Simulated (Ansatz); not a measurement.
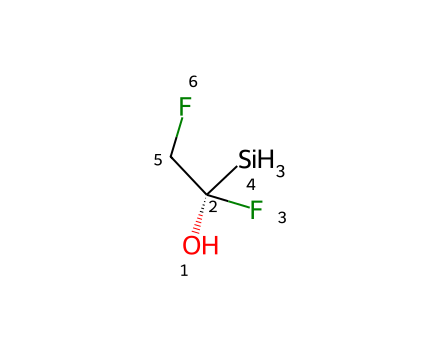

Skeletal drawing with numbered atoms; wedges and dashes mark any stereocentres. The configuration is that of a computed structure (PBE0-D4/def2-TZVP).

Question: Give the R/S and E/Z labels.

Answer: C2: S.
